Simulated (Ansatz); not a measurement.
```yaml
atoms:
  - { symbol: N, position_ang: [-0.9392, 0.4781, -0.5266] }
  - { symbol: Ge, position_ang: [0.6004, -0.1570, 0.3852] }
  - { symbol: O, position_ang: [0.9809, -1.7780, 0.1757] }
  - { symbol: H, position_ang: [-1.7583, -0.0404, -0.2603] }
  - { symbol: H, position_ang: [-0.8480, 0.3592, -1.5207] }
  - { symbol: H, position_ang: [0.2774, 0.2751, 1.8612] }
  - { symbol: H, position_ang: [1.6868, 0.8630, -0.1145] }
```

Level of theory: RHF/def2-SVPD in Ansatz.

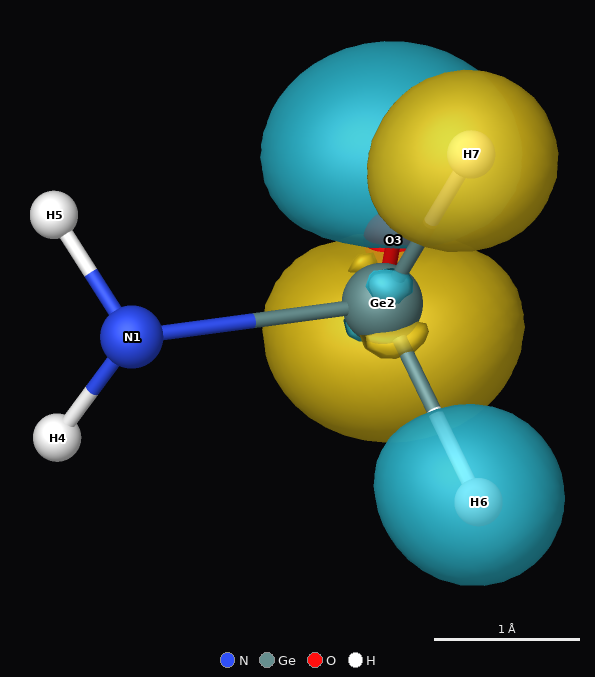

GeH$_{4}$NO (charge −1). The HOMO at ±0.15 Å⁻³ᐟ² (yellow and cyan are the two phases), seen at a tilt.

> Describe this orbital and give its energy.

It lies mainly on O3 (about 70 %), Ge2 (about 15 %), H7 (about 10 %) and H6 (about 10 %); largely a lone pair of O3. Its energy is −4.63 eV.
